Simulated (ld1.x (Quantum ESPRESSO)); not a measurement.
**How the scale of all radii shapes a TM potential for Ge, part 1 of 2**

Aim: generate and test one potential in full, then change the scale of all radii and see what happens to hardness, ghosts and transferability.

Method: ld1.x (Quantum ESPRESSO) 7.5, PBE, scalar-relativistic.

### 1 Starting point

Typed settings, in words:

| Property | Result |
| --- | --- |
| element | germanium (Ge, Z = 32) |
| type | norm-conserving Troullier–Martins (Kleinman–Bylander form) |
| frozen core | [Ar] 3d10 |
| valence charge | 4 |
| reference configuration | 4s2 4p2 |
| partial waves | 4s (bound): rc 1.52 bohr; 4p (bound): rc 2.02 bohr; 4d channel at 0.05 Ry: rc 1.98 bohr |
| local potential | all-electron potential smoothed inside 1.30 bohr (lloc = -2) |
| core correction | a·sin(br)/r model core, default radius (core density twice the valence density) |

The nodes and maxima of the atom's own shells, from an earlier all-electron run, set the scale for the radii.

All-electron outer shells of the reference configuration (PBE, scalar-relativistic, ld1.x):

| shell | level (eV) | outermost node (bohr) | outermost maximum (bohr) |
| --- | --- | --- | --- |
| 3p | -115.62 | 0.23 | 0.54 |
| 3d | -29.31 | – | 0.50 |
| 4s | -11.73 | 0.77 | 1.75 |
| 4p | -3.90 | 0.82 | 2.22 |

### 2 Generation of the first potential

File Ge.in:

```
 &input
   title='Ge', zed=32., rel=1, dft='PBE', iswitch=3,
   config='[Ar] 3d10 4s2 4p2 4d-2',
   nld=3, rlderiv=2.20, eminld=-3.0, emaxld=5.0, deld=0.02
 /
 &inputp
   pseudotype=2, tm=.true., lloc=-2, rcloc=1.30,
   nlcc=.true.,
   file_pseudopw='Ge.UPF', file_wfcaegen='ae.wfc', file_wfcncgen='nc.wfc', file_beta='beta', file_chi='chi'
 /
3
4S  1  0   2.00   0.00  1.52  1.52  0.0
4P  2  1   2.00   0.00  2.02  2.02  0.0
4D  3  2  -2.00   0.05  1.98  1.98  0.0
 &test
   configts(1)='4s2 4p2'
 /
```

Launch:

```console
$ ld1.x < Ge.in > Ge.out
```

Output in Ge.out (without the banner and most projector matrices):

```text
     Program LD1 v.7.5
     --------------------------- All-electron run ----------------------------

     Ge
     scalar relativistic calculation

     atomic number is 32.00
     dft =PBE   lsd =0 sic =0 latt =0  beta=0.20 tr2=1.0E-14
     Exchange-correlation= PBE
                           (   1   4   3   4   0   0   0)
     mesh =1207 r(mesh) = 100.41023 a.u. xmin = -7.00 dx = 0.01250
     1 Ry =  13.60569312 eV, c = 137.03599908

     n l     nl                  e(Ry)          e(Ha)          e(eV)
     1 0     1S 1( 2.00)      -805.6314      -402.8157    -10961.1741
     2 0     2S 1( 2.00)      -100.8250       -50.4125     -1371.7939
     2 1     2P 1( 6.00)       -88.1036       -44.0518     -1198.7111
     3 0     3S 1( 2.00)       -12.3839        -6.1919      -168.4909
     3 1     3P 1( 6.00)        -8.4979        -4.2490      -115.6205
     3 2     3D 1(10.00)        -2.1543        -1.0772       -29.3109
     4 0     4S 1( 2.00)        -0.8622        -0.4311       -11.7311
     4 1     4P 1( 2.00)        -0.2863        -0.1431        -3.8953

     final scf error:  3.0E-15 reached in  36 iterations

     Etot =   -4197.669992 Ry,   -2098.834996 Ha,  -57112.209742 eV

     Ekin =    4273.695468 Ry,    2136.847734 Ha,   58146.589038 eV
     Encl =  -10116.689522 Ry,   -5058.344761 Ha, -137644.573051 eV
     Eh   =    1804.321722 Ry,     902.160861 Ha,   24549.047641 eV
     Exc  =    -158.997660 Ry,     -79.498830 Ha,   -2163.273369 eV

     normalization and overlap integrals

     s(1S/1S) =  1.000000  <r> =   0.0470  <r2> =    0.0030  r(max) =   0.0309
     s(2S/2S) =  1.000000  <r> =   0.2100  <r2> =    0.0520  r(max) =   0.1754
     s(2P/2P) =  1.000000  <r> =   0.1837  <r2> =    0.0414  r(max) =   0.1418
     s(3S/3S) =  1.000000  <r> =   0.6242  <r2> =    0.4495  r(max) =   0.5402
     s(3P/3P) =  1.000000  <r> =   0.6470  <r2> =    0.4929  r(max) =   0.5402
     s(3D/3D) =  1.000000  <r> =   0.7365  <r2> =    0.6969  r(max) =   0.5012
     s(4S/4S) =  1.000000  <r> =   2.1162  <r2> =    5.1841  r(max) =   1.7494
     s(4P/4P) =  1.000000  <r> =   2.8993  <r2> =   10.0650  r(max) =   2.2184

     ------------------------ End of All-electron run ------------------------

     --------------------- Generating NC pseudopotential ---------------------

      Generating local potential from pseudized AE potential:
      Matching radius rcloc =   1.3000
      Enforcing V''(0)=0 (lloc=-2)

      Local pseudo, rcloc= 1.296 Estimated cut-off energy=    18.87 Ry

      Computing core charge for nlcc:

       r > 1.38 : true rho core
       r < 1.38 : rho core = a sin(br)/r    a=   4.11  b=   1.94

      Integrated core pseudo-charge :   3.88

      Wfc   4S  rcut= 1.506  Using Troullier-Martins method

      Wfc   4P  rcut= 2.032  Using Troullier-Martins method

      Wfc   4D  rcut= 1.982  Using Troullier-Martins method

     ------------------- End of pseudopotential generation -------------------

     [... the all-electron block is printed once more ...]


     Computing logarithmic derivative in   2.20457
     Computing logarithmic derivative in   2.20457
     Computing the partial wave expansion
     R is outside the sphere for l=    0 j= 0.00
     R is outside the sphere for l=    1 j= 0.00
     R is outside the sphere for l=    2 j= 0.00

     ---------------------- Testing the pseudopotential ----------------------

     Ge
     scalar relativistic calculation

     atomic number is 32.00   valence charge is  4.00
     dft =PBE   lsd =0 sic =0 latt =0  beta=0.20 tr2=1.0E-14
     mesh =1207 r(mesh) = 100.41023 xmin = -7.00 dx = 0.01250

     n l     nl             e AE (Ry)        e PS (Ry)    De AE-PS (Ry)
     1 0     4S   1( 2.00)       -0.86222       -0.86222        0.00000
     2 1     4P   1( 2.00)       -0.28630       -0.28630        0.00000

     eps = 2.6E-17  iter =  4

     Etot =   -4197.669992 Ry,   -2098.834996 Ha,  -57112.209742 eV
     Etotps =   -11.814938 Ry,      -5.907469 Ha,    -160.750424 eV

     Ekin =       2.578816 Ry,       1.289408 Ha,      35.086582 eV
     Encl =     -15.473397 Ry,      -7.736698 Ha,    -210.526285 eV
     Ehrt =       5.817830 Ry,       2.908915 Ha,      79.155616 eV
     Ecxc =      -6.604816 Ry,      -3.302408 Ha,     -89.863104 eV
     (Ecc =      -4.116581 Ry,      -2.058291 Ha,     -56.008943 eV)
     Epseu=       1.866628 Ry,       0.933314 Ha,      25.396767 eV

     ---------------------- End of pseudopotential test ----------------------
```

Run time: 2.2 s. Hardware: 1 thread, shared host. (Generation and the later configuration tests together.)

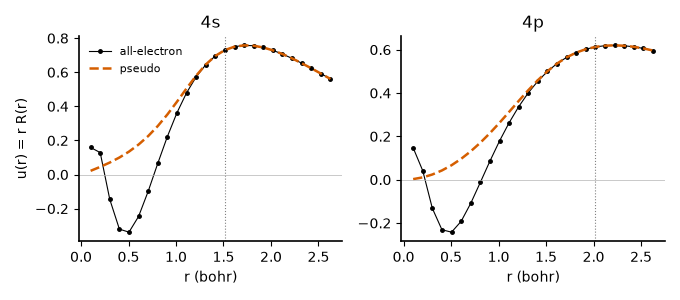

Bound waves of the atom and their pseudo partners (4s, 4p), with the matching radii dotted. The curves join 26 sampled radii, too few to resolve the innermost nodes.

### 3 Testing the new file in other configurations

File Ge.test.in:

```
 &input
   title='Ge', zed=32., rel=1, dft='PBE', iswitch=2,
   config='[Ar] 3d10 4s2 4p2 4d-2'
 /
 &test
   file_pseudo='Ge.UPF', nconf=8,
   configts(1)='4s2 4p2',
   configts(2)='4s2 4p1',
   configts(3)='4s2 4p0',
   configts(4)='4s1 4p0',
   configts(5)='4s2 4p2.3',
   configts(6)='4s0 4p4',
   configts(7)='4s1 4p3',
   configts(8)='4s1 4p2'
 /
```

Launch:

```console
$ ld1.x < Ge.test.in > Ge.test.out
```

Ge.test.out, the pseudopotential blocks:

```text
     ---------------------- Testing the pseudopotential ----------------------

     Ge
     scalar relativistic calculation

     atomic number is 32.00   valence charge is  4.00
     dft =PBE   lsd =0 sic =0 latt =0  beta=0.20 tr2=1.0E-14
     mesh =1207 r(mesh) = 100.41023 xmin = -7.00 dx = 0.01250

     n l     nl             e AE (Ry)        e PS (Ry)    De AE-PS (Ry)
     1 0     4S   1( 2.00)       -0.86222       -0.86222        0.00000
     2 1     4P   1( 2.00)       -0.28630       -0.28630        0.00000

     eps = 3.9E-17  iter =  4

     Etot =   -4197.669992 Ry,   -2098.834996 Ha,  -57112.209742 eV
     Etotps =   -11.814938 Ry,      -5.907469 Ha,    -160.750424 eV

     Ekin =       2.578816 Ry,       1.289408 Ha,      35.086583 eV
     Encl =     -15.473397 Ry,      -7.736698 Ha,    -210.526285 eV
     Ehrt =       5.817830 Ry,       2.908915 Ha,      79.155616 eV
     Ecxc =      -6.604816 Ry,      -3.302408 Ha,     -89.863104 eV
     (Ecc =      -4.116581 Ry,      -2.058291 Ha,     -56.008943 eV)
     Epseu=       1.866628 Ry,       0.933314 Ha,      25.396767 eV

     ---------------------- End of pseudopotential test ----------------------

     ---------------------- Testing the pseudopotential ----------------------

     Ge
     scalar relativistic calculation

     atomic number is 32.00   valence charge is  4.00
     dft =PBE   lsd =0 sic =0 latt =0  beta=0.20 tr2=1.0E-14
     mesh =1207 r(mesh) = 100.41023 xmin = -7.00 dx = 0.01250

     n l     nl             e AE (Ry)        e PS (Ry)    De AE-PS (Ry)
     1 0     4S   1( 2.00)       -1.45956       -1.46082        0.00125
     2 1     4P   1( 1.00)       -0.82628       -0.82705        0.00076

     eps = 7.0E-15  iter = 10

     Etot =   -4197.122869 Ry,   -2098.561434 Ha,  -57104.765750 eV
     Etotps =   -11.267505 Ry,      -5.633753 Ha,    -153.302219 eV
     dEtot_ae =       0.547123 Ry
     dEtot_ps =       0.547433 Ry,   Delta E=      -0.000310 Ry

     Ekin =       2.143324 Ry,       1.071662 Ha,      29.161412 eV
     Encl =     -12.795532 Ry,      -6.397766 Ha,    -174.092077 eV
     Ehrt =       3.690117 Ry,       1.845059 Ha,      50.206602 eV
     Ecxc =      -6.159032 Ry,      -3.079516 Ha,     -83.797897 eV
     (Ecc =      -4.116581 Ry,      -2.058291 Ha,     -56.008943 eV)
     Epseu=       1.853617 Ry,       0.926808 Ha,      25.219740 eV

     ---------------------- End of pseudopotential test ----------------------

     ---------------------- Testing the pseudopotential ----------------------

     Ge
     scalar relativistic calculation

     atomic number is 32.00   valence charge is  4.00
     dft =PBE   lsd =0 sic =0 latt =0  beta=0.20 tr2=1.0E-14
     mesh =1207 r(mesh) = 100.41023 xmin = -7.00 dx = 0.01250

     n l     nl             e AE (Ry)        e PS (Ry)    De AE-PS (Ry)
     1 0     4S   1( 2.00)       -2.14976       -2.15621        0.00644  !
     2 1     4P   1( 0.00)       -1.45571       -1.46046        0.00475

     eps = 4.7E-17  iter =  7

     Etot =   -4195.988126 Ry,   -2097.994063 Ha,  -57089.326796 eV
     Etotps =   -10.130259 Ry,      -5.065129 Ha,    -137.829195 eV
     dEtot_ae =       1.681865 Ry
     dEtot_ps =       1.684679 Ry,   Delta E=      -0.002814 Ry

     Ekin =       1.386578 Ry,       0.693289 Ha,      18.865353 eV
     Encl =      -9.493741 Ry,      -4.746870 Ha,    -129.168922 eV
     Ehrt =       1.855583 Ry,       0.927792 Ha,      25.246495 eV
     Ecxc =      -5.623688 Ry,      -2.811844 Ha,     -76.514172 eV
     (Ecc =      -4.116581 Ry,      -2.058291 Ha,     -56.008943 eV)
     Epseu=       1.745009 Ry,       0.872504 Ha,      23.742051 eV

     ---------------------- End of pseudopotential test ----------------------

     ---------------------- Testing the pseudopotential ----------------------

     Ge
     scalar relativistic calculation

     atomic number is 32.00   valence charge is  4.00
     dft =PBE   lsd =0 sic =0 latt =0  beta=0.20 tr2=1.0E-14
     mesh =1207 r(mesh) = 100.41023 xmin = -7.00 dx = 0.01250

     n l     nl             e AE (Ry)        e PS (Ry)    De AE-PS (Ry)
     1 0     4S   1( 1.00)       -2.97339       -2.99624        0.02284  !
     2 1     4P   1( 0.00)       -2.20993       -2.22764        0.01771  !

     eps = 8.1E-15  iter =  6

     Etot =   -4193.431031 Ry,   -2096.715516 Ha,  -57054.535744 eV
     Etotps =    -7.559110 Ry,      -3.779555 Ha,    -102.846924 eV
     dEtot_ae =       4.238961 Ry
     dEtot_ps =       4.255829 Ry,   Delta E=      -0.016868 Ry

     Ekin =       0.761647 Ry,       0.380823 Ha,      10.362734 eV
     Encl =      -5.000527 Ry,      -2.500263 Ha,     -68.035635 eV
     Ehrt =       0.489115 Ry,       0.244558 Ha,       6.654753 eV
     Ecxc =      -4.884480 Ry,      -2.442240 Ha,     -66.456740 eV
     (Ecc =      -4.116581 Ry,      -2.058291 Ha,     -56.008943 eV)
     Epseu=       1.075136 Ry,       0.537568 Ha,      14.627965 eV

     ---------------------- End of pseudopotential test ----------------------

     ---------------------- Testing the pseudopotential ----------------------

     Ge
     scalar relativistic calculation

     atomic number is 32.00   valence charge is  4.00
     dft =PBE   lsd =0 sic =0 latt =0  beta=0.20 tr2=1.0E-14
     mesh =1207 r(mesh) = 100.41023 xmin = -7.00 dx = 0.01250

     n l     nl             e AE (Ry)        e PS (Ry)    De AE-PS (Ry)
     1 0     4S   1( 2.00)       -0.70960       -0.70957       -0.00003
     2 1     4P   1( 2.30)       -0.14906       -0.14906       -0.00000

     eps = 7.4E-15  iter = 10

     Etot =   -4197.734933 Ry,   -2098.867466 Ha,  -57113.093307 eV
     Etotps =   -11.879881 Ry,      -5.939941 Ha,    -161.634019 eV
     dEtot_ae =      -0.064941 Ry
     dEtot_ps =      -0.064943 Ry,   Delta E=       0.000002 Ry

     Ekin =       2.646024 Ry,       1.323012 Ha,      36.000987 eV
     Encl =     -16.124806 Ry,      -8.062403 Ha,    -219.389168 eV
     Ehrt =       6.450540 Ry,       3.225270 Ha,      87.764068 eV
     Ecxc =      -6.711462 Ry,      -3.355731 Ha,     -91.314090 eV
     (Ecc =      -4.116581 Ry,      -2.058291 Ha,     -56.008943 eV)
     Epseu=       1.859823 Ry,       0.929912 Ha,      25.304185 eV

     ---------------------- End of pseudopotential test ----------------------

     ---------------------- Testing the pseudopotential ----------------------

     Ge
     scalar relativistic calculation

     atomic number is 32.00   valence charge is  4.00
     dft =PBE   lsd =0 sic =0 latt =0  beta=0.20 tr2=1.0E-14
     mesh =1207 r(mesh) = 100.41023 xmin = -7.00 dx = 0.01250

     n l     nl             e AE (Ry)        e PS (Ry)    De AE-PS (Ry)
     1 0     4S   1( 0.00)       -0.99555       -0.99906        0.00351
     2 1     4P   1( 4.00)       -0.38263       -0.38313        0.00050

     eps = 2.4E-15  iter =  7

     Etot =   -4196.479660 Ry,   -2098.239830 Ha,  -57096.014458 eV
     Etotps =   -10.621562 Ry,      -5.310781 Ha,    -144.513717 eV
     dEtot_ae =       1.190331 Ry
     dEtot_ps =       1.193376 Ry,   Delta E=      -0.003044 Ry

     Ekin =       3.245972 Ry,       1.622986 Ha,      44.163694 eV
     Encl =     -14.170827 Ry,      -7.085413 Ha,    -192.803919 eV
     Ehrt =       5.388136 Ry,       2.694068 Ha,      73.309322 eV
     Ecxc =      -6.348775 Ry,      -3.174388 Ha,     -86.379485 eV
     (Ecc =      -4.116581 Ry,      -2.058291 Ha,     -56.008943 eV)
     Epseu=       1.263932 Ry,       0.631966 Ha,      17.196670 eV

     ---------------------- End of pseudopotential test ----------------------

     ---------------------- Testing the pseudopotential ----------------------

     Ge
     scalar relativistic calculation

     atomic number is 32.00   valence charge is  4.00
     dft =PBE   lsd =0 sic =0 latt =0  beta=0.20 tr2=1.0E-14
     mesh =1207 r(mesh) = 100.41023 xmin = -7.00 dx = 0.01250

     n l     nl             e AE (Ry)        e PS (Ry)    De AE-PS (Ry)
     1 0     4S   1( 1.00)       -0.93246       -0.93412        0.00167
     2 1     4P   1( 3.00)       -0.33685       -0.33706        0.00021

     eps = 9.9E-16  iter =  7

     Etot =   -4197.084042 Ry,   -2098.542021 Ha,  -57104.237489 eV
     Etotps =   -11.228212 Ry,      -5.614106 Ha,    -152.767609 eV
     dEtot_ae =       0.585950 Ry
     dEtot_ps =       0.586726 Ry,   Delta E=      -0.000776 Ry

     Ekin =       2.889492 Ry,       1.444746 Ha,      39.313545 eV
     Encl =     -14.809363 Ry,      -7.404681 Ha,    -201.491646 eV
     Ehrt =       5.578863 Ry,       2.789432 Ha,      75.904301 eV
     Ecxc =      -6.469609 Ry,      -3.234804 Ha,     -88.023512 eV
     (Ecc =      -4.116581 Ry,      -2.058291 Ha,     -56.008943 eV)
     Epseu=       1.582404 Ry,       0.791202 Ha,      21.529705 eV

     ---------------------- End of pseudopotential test ----------------------

     ---------------------- Testing the pseudopotential ----------------------

     Ge
     scalar relativistic calculation

     atomic number is 32.00   valence charge is  4.00
     dft =PBE   lsd =0 sic =0 latt =0  beta=0.20 tr2=1.0E-14
     mesh =1207 r(mesh) = 100.41023 xmin = -7.00 dx = 0.01250

     n l     nl             e AE (Ry)        e PS (Ry)    De AE-PS (Ry)
     1 0     4S   1( 1.00)       -1.53157       -1.53522        0.00365
     2 1     4P   1( 2.00)       -0.88375       -0.88537        0.00162

     eps = 4.1E-15  iter =  7

     Etot =   -4196.482228 Ry,   -2098.241114 Ha,  -57096.049396 eV
     Etotps =   -10.625569 Ry,      -5.312785 Ha,    -144.568235 eV
     dEtot_ae =       1.187763 Ry
     dEtot_ps =       1.189369 Ry,   Delta E=      -0.001605 Ry

     Ekin =       2.484384 Ry,       1.242192 Ha,      33.801769 eV
     Encl =     -12.121332 Ry,      -6.060666 Ha,    -164.919127 eV
     Ehrt =       3.486130 Ry,       1.743065 Ha,      47.431211 eV
     Ecxc =      -6.014051 Ry,      -3.007025 Ha,     -81.825327 eV
     (Ecc =      -4.116581 Ry,      -2.058291 Ha,     -56.008943 eV)
     Epseu=       1.539300 Ry,       0.769650 Ha,      20.943239 eV

     ---------------------- End of pseudopotential test ----------------------
```

Excitation and ionisation energies from 4s2 4p2, with the error of the potential.

| valence configuration | charge | ΔE all-electron (eV) | error AE − PS (meV) |
| --- | --- | --- | --- |
| 4s2 4p1 | +1 | 7.444 | -4.2 |
| 4s2 4p0 | +2 | 22.883 | -38 |
| 4s1 4p0 | +3 | 57.674 | -230 |
| 4s2 4p2.3 | -0.3 | -0.884 | 0.0 |
| 4s0 4p4 | 0 | 16.195 | -41 |
| 4s1 4p3 | 0 | 7.972 | -11 |
| 4s1 4p2 | +1 | 16.160 | -22 |

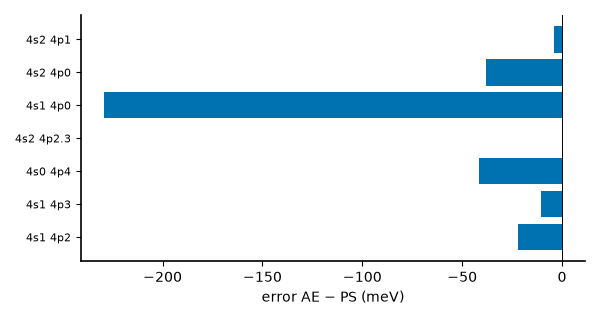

Error of the potential in each test configuration.

### 4 Does it scatter like the atom?

Taken from the files of the generation run. The phase is arctan(r·u′/u) with u = r·R, unwrapped, with energies in Ry. A pole is an energy at which the radial function vanishes at the test radius. The pseudo phase is shifted by a multiple of π to meet the all-electron one at the reference energy. Levels narrower than the energy grid can be missing from the poles. The last column is the largest difference on the grid between −1 and +1 Ry.

| channel | radius (bohr) | reference (Ry) | poles AE | poles PS | window around the reference with phases within 0.05 rad (Ry) | largest difference near zero (rad) |
| --- | --- | --- | --- | --- | --- | --- |
| s | 2.21 | -0.86 | 1.09 | 0.94, 3.52 | below 1.7 | 0.016 |
| p | 2.21 | -0.29 | 2.47 | 2.26 | below 3.3 | 0.009 |
| d | 2.21 | 0.05 | -2.10, 4.88 | 3.10 | -1.7 to 0.8 | 0.053 |

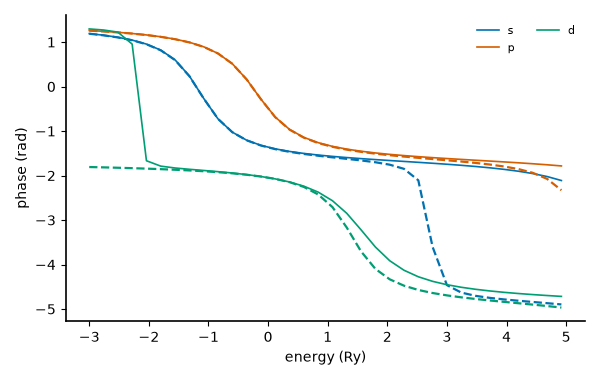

All-electron (solid) and pseudo (dashed) phases against energy.

### 5 Plane-wave convergence, by spherical Bessel functions

This step uses the generator's waves and projectors in a separate script. Basis: spherical Bessel functions vanishing at 20 bohr, q² up to the cutoff; potential fixed at the reference.

All-electron valence levels (Ry): 4s -0.8622, 4p -0.2863. The lowest levels of each channel (Ry) by cutoff; the last column sums, over occupied levels, occupation times the distance from the level at 400 Ry. A positive value at high cutoff is not a bound level.

| cutoff (Ry) | s #1 | p #1 | d #1 | f #1 | Σ f·Δε (mRy) |
| --- | --- | --- | --- | --- | --- |
| 8 | -0.8216 | -0.2822 | 0.0553 | 0.1080 | 89.4 |
| 10 | -0.8395 | -0.2827 | 0.0553 | 0.1080 | 52.6 |
| 15 | -0.8555 | -0.2853 | 0.0553 | 0.1080 | 15.4 |
| 18 | -0.8572 | -0.2859 | 0.0551 | 0.1080 | 10.9 |
| 21 | -0.8572 | -0.2861 | 0.0549 | 0.1080 | 10.4 |
| 25 | -0.8576 | -0.2862 | 0.0547 | 0.1080 | 9.4 |
| 30 | -0.8592 | -0.2862 | 0.0544 | 0.1080 | 6.2 |
| 35 | -0.8608 | -0.2863 | 0.0542 | 0.1080 | 2.9 |
| 40 | -0.8617 | -0.2863 | 0.0542 | 0.1080 | 1.2 |
| 45 | -0.8618 | -0.2863 | 0.0541 | 0.1080 | 0.8 |
| 50 | -0.8619 | -0.2863 | 0.0541 | 0.1080 | 0.7 |
| 55 | -0.8619 | -0.2863 | 0.0541 | 0.1080 | 0.7 |
| 400 | -0.8622 | -0.2863 | 0.0541 | 0.1080 | 0.0 |

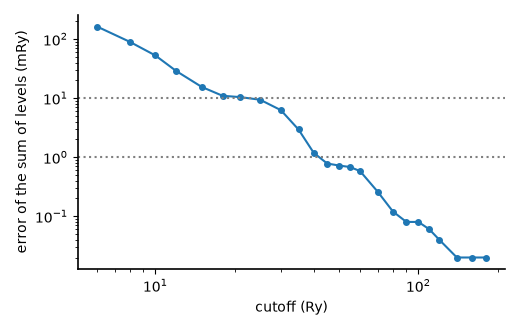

Occupation-weighted error of the valence levels against the cutoff; the dotted lines mark 10 and 1 mRy.

The sum stays within 10 mRy from 25 Ry and within 1 mRy from 45 Ry. The sum leaves out empty levels, which can need more. Ghost test: no level below the all-electron spectrum of its channel (s, p, d, f tested).

(Continued in part 2 of 2.)
